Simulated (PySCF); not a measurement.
# CH₇FOSi₂: electronic excitations at several levels of theory

Aim: compute the electronic excitations of CH₇FOSi₂ (`C[SiH2]O[SiH2]F`) at several levels, and see how far they spread and what each costs.

Computed with PySCF 2.14.0, with density-fitted response routines of our own, on a single molecule in the gas phase. Atoms are numbered from 0 throughout.

## (1) Starting geometry

12 atoms, charge 0, multiplicity 1; geometry from: GFN2-xTB. The atoms were then displaced at random by about 0.01 Å, so the start is not that level's minimum.

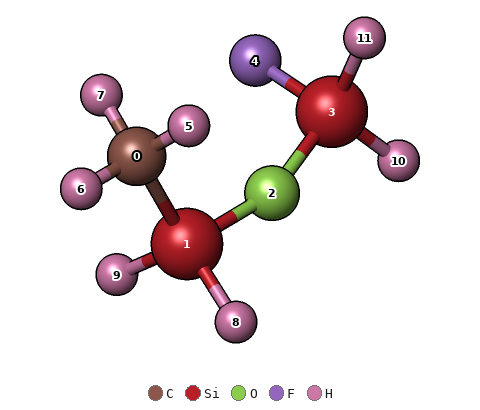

As it starts; carbon brown, silicon red, oxygen green, fluorine purple, hydrogen pink, atoms numbered.

## (2) Relaxing the molecule at PBE0-D3(BJ)/def2-SVP

Job settings and geometry (Å):

```
{"job": {"xc": "PBE0", "basis": "def2-SVP", "d3": "d3bj", "grid": 1, "shake": 0.01, "kind": "geom"}, "charge": 0, "multiplicity": 1}
C     -1.861900     0.167130     0.368190
Si    -0.663800    -0.781390    -0.711220
O      0.845700    -0.470650    -0.221270
Si     2.170510     0.363930     0.297310
F      2.161950     1.751880    -0.501580
H     -1.749600    -0.022590     1.417600
H     -2.898630    -0.053450     0.106310
H     -1.740700     1.270280     0.230930
H     -0.779650    -2.217540    -0.503010
H     -0.730560    -0.375040    -2.103190
H      3.309890    -0.375600    -0.094460
H      1.976490     0.714770     1.705350
```

Launch:

```
$ OMP_NUM_THREADS=1 python probes_run.py task.json out
```

The driver reads the jobs from task.json and runs them one after another.

What it wrote:

```text
step   0  E = -795.69104266  max force = 0.043119
step   1  E = -795.69944411  max force = 0.009740
step   2  E = -795.70029815  max force = 0.001603
step   3  E = -795.70034604  max force = 0.000837
step   4  E = -795.70036446  max force = 0.000657
step   5  E = -795.70038455  max force = 0.001006
step   6  E = -795.70041179  max force = 0.001364
step   7  E = -795.70045797  max force = 0.001451
step   8  E = -795.70050513  max force = 0.001274
step   9  E = -795.70053340  max force = 0.001707
step  10  E = -795.70063627  max force = 0.001481
step  11  E = -795.70066998  max force = 0.001437
step  12  E = -795.70071416  max force = 0.000604
step  13  E = -795.70049080  max force = 0.007138
step  14  E = -795.70087551  max force = 0.003435
step  15  E = -795.70095250  max force = 0.002312
step  16  E = -795.70083630  max force = 0.001419
step  17  E = -795.70098244  max force = 0.001114
step  18  E = -795.70102097  max force = 0.000403
step  19  E = -795.70102455  max force = 0.000136
optimisation converged
```

Wall time 100 s (1 thread of Arm Neoverse V1, shared host); peak memory 0.47 GiB.

Step by step: (the energy doesn't fall at every step)

```tsv
step	energy from step 0 (eV)	largest force component (eV/Å)
0	0.0000	2.2173
1	-0.2286	0.5009
2	-0.2519	0.0824
3	-0.2532	0.0430
4	-0.2537	0.0338
5	-0.2542	0.0517
6	-0.2549	0.0701
7	-0.2562	0.0746
8	-0.2575	0.0655
9	-0.2583	0.0878
10	-0.2611	0.0762
11	-0.2620	0.0739
12	-0.2632	0.0311
13	-0.2571	0.3671
14	-0.2676	0.1766
15	-0.2697	0.1189
16	-0.2665	0.0730
17	-0.2705	0.0573
18	-0.2715	0.0207
19	-0.2716	0.0070
```

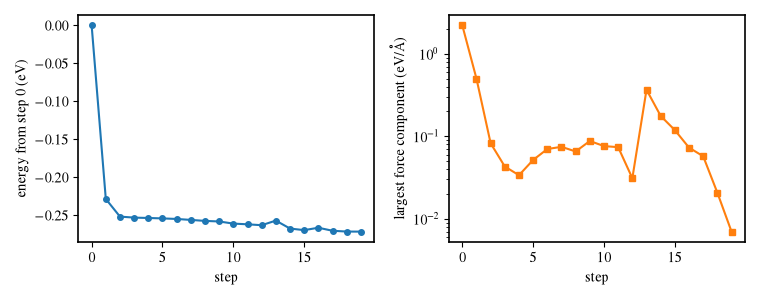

Energy and force, step by step.

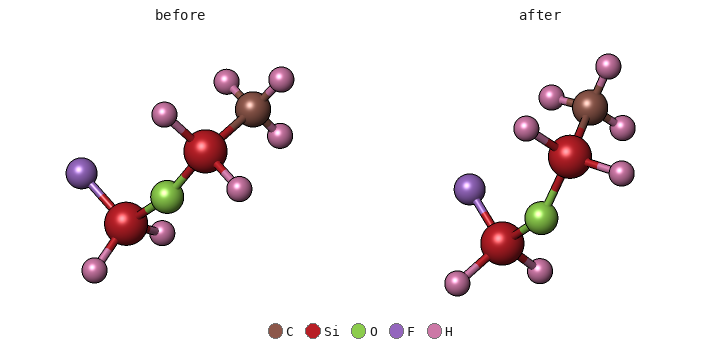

Before and after, at one scale.

Distances of close pairs at the start and the end, largest changes first:

```tsv
bond	before (Å)	after (Å)	change (Å)
Si3–H10	1.414	1.483	+0.070
Si1–O2	1.617	1.674	+0.057
Si1–H9	1.452	1.493	+0.042
Si1–H8	1.456	1.491	+0.035
C0–H5	1.072	1.101	+0.029
Si3–F4	1.601	1.626	+0.025
Si3–H11	1.464	1.485	+0.021
C0–H7	1.118	1.101	-0.017
```

The next job starts from the end point, and lists it.

```tsv
at the end point	value
point group (found at 0.08 Å tolerance)	C1
rotational constants (GHz, main isotopes)	5.257, 1.854, 1.516
dipole moment (D)	0.88
```

## (3) Ultraviolet spectrum: PBE0/def2-TZVP

Job settings and geometry (Å):

```
{"job": {"kind": "uv", "xc": "PBE0", "basis": "def2-TZVP"}, "charge": 0, "multiplicity": 1}
C     -1.616993     0.693394     0.121336
Si    -0.791381    -0.774616    -0.682432
O      0.764531    -0.944728    -0.088649
Si     2.040110    -0.084963     0.469544
F      1.847589     1.466835     0.023231
H     -1.681637     0.558072     1.212291
H     -2.637452     0.836989    -0.266849
H     -1.037124     1.608155    -0.077694
H     -1.514306    -2.043577    -0.381578
H     -0.717455    -0.594365    -2.163086
H      3.293922    -0.584732    -0.145559
H      2.081516    -0.112060     1.954106
```

Level: TDDFT PBE0/def2-TZVP, vertical, gas phase, core orbitals frozen in the response.

What it wrote:

```text
coarse grid: 10848 points
cycle   1  E = -796.0264730719  dE =  2.023e-01  |g| = 9.262e-01  |ddm| = 2.531e+00
cycle   2  E = -795.7906576101  dE =  2.358e-01  |g| = 1.479e+00  |ddm| = 1.212e+00
cycle   3  E = -796.1700867679  dE = -3.794e-01  |g| = 1.201e-01  |ddm| = 8.228e-01
cycle   4  E = -796.1724235683  dE = -2.337e-03  |g| = 6.057e-02  |ddm| = 9.656e-02
cycle   5  E = -796.1730896938  dE = -6.661e-04  |g| = 1.479e-02  |ddm| = 3.303e-02
cycle   6  E = -796.1731200387  dE = -3.034e-05  |g| = 3.499e-03  |ddm| = 8.431e-03
cycle   7  E = -796.1731224529  dE = -2.414e-06  |g| = 5.950e-04  |ddm| = 2.359e-03
final grid: 95480 points
cycle   8  E = -796.1726529505  dE = -2.721e-05  |g| = 7.635e-03  |ddm| = 2.280e-02
cycle   9  E = -796.1726391482  dE =  1.380e-05  |g| = 1.142e-02  |ddm| = 9.403e-03
cycle  10  E = -796.1726641473  dE = -2.500e-05  |g| = 1.156e-03  |ddm| = 5.821e-03
cycle  11  E = -796.1726643975  dE = -2.502e-07  |g| = 1.457e-04  |ddm| = 6.555e-04
cycle  12  E = -796.1726644030  dE = -5.456e-09  |g| = 3.142e-05  |ddm| = 1.227e-04
cycle  13  E = -796.1726644032  dE = -1.817e-10  |g| = 9.305e-06  |ddm| = 2.330e-05
converged SCF energy = -796.1726644032

Static polarisability (au): isotropic 63.062, principal 57.116 62.988 69.081

Singlet excitations
state   eV       nm        f      main configurations
  1   7.5231    164.8   0.00149   H->L 0.94
  2   7.8888    157.2   0.00769   H->L+1 0.88
  3   7.8920    157.1   0.00042   H-1->L 0.89
  4   8.3748    148.0   0.02227   H->L+2 0.59, H-2->L 0.30
  5   8.5370    145.2   0.02081   H-1->L+1 0.87
  6   8.6186    143.9   0.02700   H->L+3 0.33, H-2->L 0.29, H->L+2 0.28
  7   8.7741    141.3   0.07264   H-1->L+2 0.85
  8   8.9236    138.9   0.00342   H-2->L+1 0.46, H-2->L 0.22, H->L+3 0.16
  9   9.0562    136.9   0.02533   H->L+3 0.42, H-2->L+1 0.37, H-2->L 0.13
 10   9.2501    134.0   0.00297   H-1->L+3 0.85

Triplet excitations (Tamm-Dancoff, eV): 7.1496 7.4655 7.5085 7.8701
```

It took 30 s on 1 thread of Arm Neoverse V1, shared host; peak memory 0.83 GiB.

The orbitals next to the gap, with their largest atomic shares:

```tsv
orbital	eV	atoms
HOMO−3	-10.68	O2 41 %, C0 14 %, Si1 13 %
HOMO−2	-9.61	Si3 23 %, Si1 16 %, H10 14 %
HOMO−1	-8.98	Si1 29 %, H8 22 %, C0 20 %
HOMO	-8.64	O2 25 %, Si1 19 %, C0 13 %
LUMO	0.33	Si3 44 %, Si1 41 %, O2 5 %
LUMO+1	0.64	Si3 68 %, Si1 10 %, F4 4 %
LUMO+2	1.04	Si1 41 %, Si3 18 %, H5 12 %
```

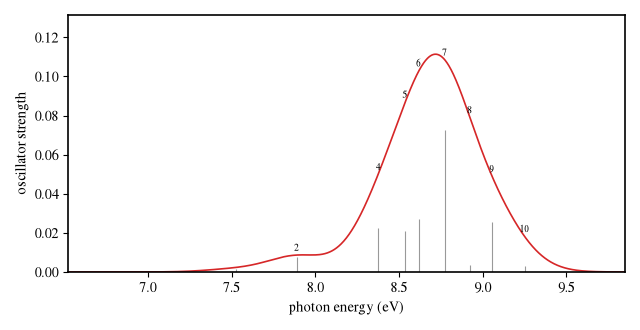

Absorption spectrum from the 10 singlet states computed; above the last one it falls off for lack of states. Lines are broadened to a width of 0.40 eV (Gaussian).

Further results of this job:

```tsv
property	computed
dipole moment (D)	0.89
polarisability (Å³)	9.34
HOMO–LUMO gap (eV)	8.97
−ε(HOMO) (eV)	8.64
```

## (4) Ultraviolet spectrum: PBE0/aug-cc-pVDZ

The job, as its differences from that of step 3:

```diff
@@ -1,2 +1,2 @@
-{"job": {"kind": "uv", "xc": "PBE0", "basis": "def2-TZVP"}, "charge": 0, "multiplicity": 1}
+{"job": {"kind": "uv", "xc": "PBE0", "basis": "aug-cc-pVDZ"}, "charge": 0, "multiplicity": 1}
 C     -1.616993     0.693394     0.121336
```

Method: TDDFT PBE0/aug-cc-pVDZ, vertical, gas phase, core orbitals frozen in the response.

What it wrote:

```text
coarse grid: 10848 points
cycle   1  E = -795.9073224300  dE =  2.690e-01  |g| = 8.569e-01  |ddm| = 7.959e+00
cycle   2  E = -795.6863540455  dE =  2.210e-01  |g| = 1.377e+00  |ddm| = 3.178e+00
cycle   3  E = -796.0418543770  dE = -3.555e-01  |g| = 1.174e-01  |ddm| = 1.957e+00
cycle   4  E = -796.0444572223  dE = -2.603e-03  |g| = 5.393e-02  |ddm| = 3.126e-01
cycle   5  E = -796.0450105087  dE = -5.533e-04  |g| = 1.355e-02  |ddm| = 8.921e-02
cycle   6  E = -796.0450434778  dE = -3.297e-05  |g| = 2.912e-03  |ddm| = 2.494e-02
cycle   7  E = -796.0450454755  dE = -1.998e-06  |g| = 4.450e-04  |ddm| = 6.635e-03
final grid: 95480 points
cycle   8  E = -796.0550532809  dE = -7.247e-06  |g| = 6.909e-03  |ddm| = 9.795e-02
cycle   9  E = -796.0550417250  dE =  1.156e-05  |g| = 1.018e-02  |ddm| = 2.783e-02
cycle  10  E = -796.0550637762  dE = -2.205e-05  |g| = 1.074e-03  |ddm| = 1.606e-02
cycle  11  E = -796.0550640233  dE = -2.471e-07  |g| = 7.132e-05  |ddm| = 1.769e-03
cycle  12  E = -796.0550640244  dE = -1.138e-09  |g| = 4.514e-05  |ddm| = 2.515e-04
cycle  13  E = -796.0550640248  dE = -3.279e-10  |g| = 1.426e-05  |ddm| = 8.587e-05
converged SCF energy = -796.0550640248

Static polarisability (au): isotropic 67.698, principal 61.372 67.585 74.135

Singlet excitations
state   eV       nm        f      main configurations
  1   7.2448    171.1   0.00200   H->L+1 0.79, H->L 0.13
  2   7.4120    167.3   0.01903   H->L 0.73, H->L+2 0.14, H->L+1 0.08
  3   7.6617    161.8   0.00020   H-1->L+1 0.75, H-1->L 0.12
  4   7.7255    160.5   0.01983   H->L+2 0.72, H->L 0.10
  5   7.8473    158.0   0.03131   H-1->L 0.81, H-1->L+1 0.14
  6   8.0251    154.5   0.08843   H->L+3 0.90
  7   8.1515    152.1   0.00771   H->L+4 0.87
  8   8.2454    150.4   0.04843   H-1->L+2 0.87
  9   8.2972    149.4   0.01617   H-2->L+1 0.45, H->L+6 0.33
 10   8.4186    147.3   0.06750   H-1->L+4 0.44, H-1->L+3 0.42

Triplet excitations (Tamm-Dancoff, eV): 6.9213 7.1734 7.3229 7.4611
```

Wall time 27 s (1 thread of Arm Neoverse V1, shared host); peak memory 0.75 GiB.

This run: HOMO -8.57 eV, LUMO -0.11 eV; lowest singlet 7.24 eV.

## (5) TDDFT and polarisability: PBE0/def2-TZVPD

The job, as its differences from that of step 4:

```diff
@@ -1,2 +1,2 @@
-{"job": {"kind": "uv", "xc": "PBE0", "basis": "aug-cc-pVDZ"}, "charge": 0, "multiplicity": 1}
+{"job": {"kind": "uv", "xc": "PBE0", "basis": "def2-TZVPD"}, "charge": 0, "multiplicity": 1}
 C     -1.616993     0.693394     0.121336
```

With the program's defaults for keys left out, this is: TDDFT PBE0/def2-TZVPD, vertical, gas phase, core orbitals frozen in the response.

What it wrote:

```text
coarse grid: 10848 points
cycle   1  E = -796.0275514121  dE =  2.039e-01  |g| = 9.272e-01  |ddm| = 2.858e+00
cycle   2  E = -795.7846381993  dE =  2.429e-01  |g| = 1.492e+00  |ddm| = 1.326e+00
cycle   3  E = -796.1713877049  dE = -3.867e-01  |g| = 1.213e-01  |ddm| = 8.382e-01
cycle   4  E = -796.1737876772  dE = -2.400e-03  |g| = 6.101e-02  |ddm| = 1.062e-01
cycle   5  E = -796.1744676001  dE = -6.799e-04  |g| = 1.549e-02  |ddm| = 3.758e-02
cycle   6  E = -796.1745009499  dE = -3.335e-05  |g| = 3.624e-03  |ddm| = 9.879e-03
cycle   7  E = -796.1745035301  dE = -2.580e-06  |g| = 6.377e-04  |ddm| = 2.804e-03
final grid: 95480 points
cycle   8  E = -796.1740465778  dE = -2.878e-05  |g| = 7.659e-03  |ddm| = 9.921e-02
cycle   9  E = -796.1740326137  dE =  1.396e-05  |g| = 1.147e-02  |ddm| = 1.085e-02
cycle  10  E = -796.1740578775  dE = -2.526e-05  |g| = 1.176e-03  |ddm| = 6.208e-03
cycle  11  E = -796.1740581371  dE = -2.596e-07  |g| = 1.474e-04  |ddm| = 7.679e-04
cycle  12  E = -796.1740581427  dE = -5.572e-09  |g| = 3.288e-05  |ddm| = 1.706e-04
cycle  13  E = -796.1740581429  dE = -1.910e-10  |g| = 1.116e-05  |ddm| = 3.612e-05
converged SCF energy = -796.1740581429

Static polarisability (au): isotropic 67.130, principal 60.942 67.144 73.304

Singlet excitations
state   eV       nm        f      main configurations
  1   7.3543    168.6   0.00146   H->L 0.68, H->L+1 0.28
  2   7.5623    164.0   0.01589   H->L+1 0.60, H->L 0.26
  3   7.7253    160.5   0.00033   H-1->L 0.63, H-1->L+1 0.28
  4   7.9378    156.2   0.03338   H->L+2 0.76, H-2->L 0.10, H->L+1 0.09
  5   8.0247    154.5   0.02546   H-1->L+1 0.68, H-1->L 0.24
  6   8.3039    149.3   0.00474   H-2->L 0.27, H->L+5 0.25, H-2->L+1 0.19
  7   8.3969    147.7   0.11937   H-1->L+2 0.46, H->L+3 0.34
  8   8.4091    147.4   0.04633   H-1->L+2 0.40, H->L+3 0.35, H->L+4 0.09
  9   8.5176    145.6   0.00637   H->L+4 0.63, H-2->L+1 0.20
 10   8.6176    143.9   0.00358   H-2->L 0.43, H-2->L+1 0.20, H-2->L+2 0.11

Triplet excitations (Tamm-Dancoff, eV): 7.0118 7.2466 7.3561 7.5792
```

Wall time 54 s (1 thread of Arm Neoverse V1, shared host); peak memory 0.92 GiB.

In short: HOMO -8.65 eV, LUMO 0.06 eV; lowest singlet 7.35 eV.

## (6) Excited states and response: PBE0/6-31+G*

The job, as its differences from that of step 5:

```diff
@@ -1,2 +1,2 @@
-{"job": {"kind": "uv", "xc": "PBE0", "basis": "def2-TZVPD"}, "charge": 0, "multiplicity": 1}
+{"job": {"kind": "uv", "xc": "PBE0", "basis": "6-31+G*"}, "charge": 0, "multiplicity": 1}
 C     -1.616993     0.693394     0.121336
```

Level: TDDFT PBE0/6-31+G*, vertical, gas phase, core orbitals frozen in the response.

What it wrote:

```text
coarse grid: 10848 points
cycle   1  E = -795.9247668668  dE =  2.246e-01  |g| = 8.380e-01  |ddm| = 3.010e+00
cycle   2  E = -795.7208819059  dE =  2.039e-01  |g| = 1.333e+00  |ddm| = 1.627e+00
cycle   3  E = -796.0555444939  dE = -3.347e-01  |g| = 1.088e-01  |ddm| = 1.078e+00
cycle   4  E = -796.0577848757  dE = -2.240e-03  |g| = 4.956e-02  |ddm| = 1.310e-01
cycle   5  E = -796.0582623329  dE = -4.775e-04  |g| = 1.259e-02  |ddm| = 4.258e-02
cycle   6  E = -796.0582907955  dE = -2.846e-05  |g| = 2.639e-03  |ddm| = 1.106e-02
cycle   7  E = -796.0582924341  dE = -1.639e-06  |g| = 3.055e-04  |ddm| = 3.211e-03
final grid: 95480 points
cycle   8  E = -796.0135784621  dE = -6.029e-06  |g| = 6.745e-03  |ddm| = 1.765e-02
cycle   9  E = -796.0135678152  dE =  1.065e-05  |g| = 9.854e-03  |ddm| = 1.286e-02
cycle  10  E = -796.0135886970  dE = -2.088e-05  |g| = 1.002e-03  |ddm| = 7.770e-03
cycle  11  E = -796.0135889097  dE = -2.127e-07  |g| = 5.699e-05  |ddm| = 7.958e-04
cycle  12  E = -796.0135889101  dE = -4.311e-10  |g| = 4.998e-05  |ddm| = 1.480e-04
cycle  13  E = -796.0135889105  dE = -3.827e-10  |g| = 1.145e-05  |ddm| = 4.107e-05
converged SCF energy = -796.0135889105

Static polarisability (au): isotropic 59.927, principal 54.663 60.356 64.762

Singlet excitations
state   eV       nm        f      main configurations
  1   7.3790    168.0   0.00242   H->L 0.64, H->L+1 0.31
  2   7.6209    162.7   0.01676   H->L+1 0.52, H->L 0.29, H->L+2 0.16
  3   7.7641    159.7   0.00039   H-1->L 0.59, H-1->L+1 0.31
  4   7.9078    156.8   0.03311   H->L+2 0.72, H->L+1 0.15
  5   8.0450    154.1   0.03699   H-1->L+1 0.65, H-1->L 0.31
  6   8.3095    149.2   0.09446   H->L+3 0.86
  7   8.4003    147.6   0.03972   H-1->L+2 0.38, H->L+4 0.22, H-2->L 0.15
  8   8.4228    147.2   0.03899   H-1->L+2 0.49, H->L+4 0.24
  9   8.5474    145.1   0.00956   H->L+4 0.41, H-2->L+1 0.29
 10   8.6732    143.0   0.07054   H-1->L+3 0.38, H-1->L+4 0.26, H-2->L 0.14

Triplet excitations (Tamm-Dancoff, eV): 7.0912 7.4106 7.4528 7.6384
```

Run time: 15 s. Hardware: 1 thread of Arm Neoverse V1, shared host; peak memory 0.6 GiB.

Key values: HOMO -8.65 eV, LUMO 0.03 eV; lowest singlet 7.38 eV.

## (7) Comparing the runs: electronic excitations

Excitations and ground-state properties, with basis size and wall time:

```tsv
run	lowest singlet (eV)	brightest (eV)	f	gap (eV)	α (Å³)	μ (D)	functions	time
PBE0/def2-TZVP	7.52	8.77	0.073	8.97	9.34	0.89	209	30 s
PBE0/aug-cc-pVDZ	7.24	8.03	0.088	8.45	10.03	0.92	186	27 s
PBE0/def2-TZVPD	7.35	8.40	0.119	8.72	9.95	0.90	266	54 s
PBE0/6-31+G*	7.38	8.31	0.094	8.68	8.88	0.95	112	15 s
```

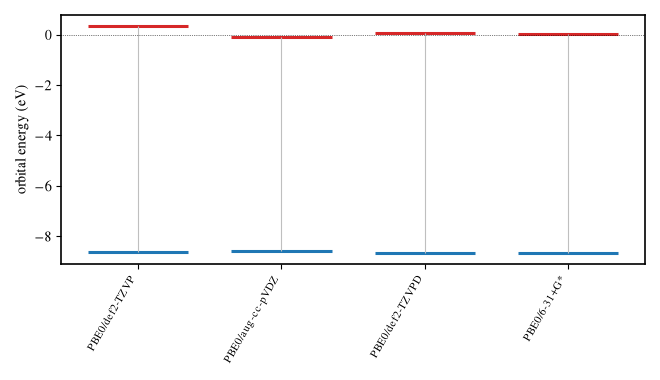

HOMO (blue) and LUMO (red) run by run.

## (8) Summary of results

```
                                quantity                        value
                             point group                           C1
    rotational constants (main isotopes)         5.26, 1.85, 1.52 GHz
         lowest singlet (PBE0/def2-TZVP)  7.52 eV (165 nm), f = 0.001
brightest single state of those computed  state 7, 8.77 eV, f = 0.073
                          lowest triplet                      7.15 eV
             range of the lowest singlet              7.24 to 7.52 eV
```

In words: Single values in the summary come from the first run of each kind that ended normally (PBE0/def2-TZVP), which need not be the best level. Over 19 steps the energy fell by 0.272 eV; of the close pairs, Si3–H10 changed most, 1.414 to 1.483 Å. The lowest singlet, at 7.52 eV, is HOMO→LUMO 0.94 and is weak; of the 10 states computed, the strongest absorption comes from state 7 at 8.77 eV. The lowest triplet lies 0.37 eV below the lowest singlet (triplets in Tamm-Dancoff, singlets in full TDDFT). States above −ε(HOMO) lie where TDDFT describes them poorly and they hang on the basis; the brightest is among them. The basis of PBE0/def2-TZVP has no diffuse functions, so Rydberg states are missing and the high states are unreliable. The lowest singlet runs from 7.24 eV (PBE0/aug-cc-pVDZ) to 7.52 eV (PBE0/def2-TZVP), while the orbital gap spans 8.45 to 8.97 eV. The lowest state need not be the same one in every run.
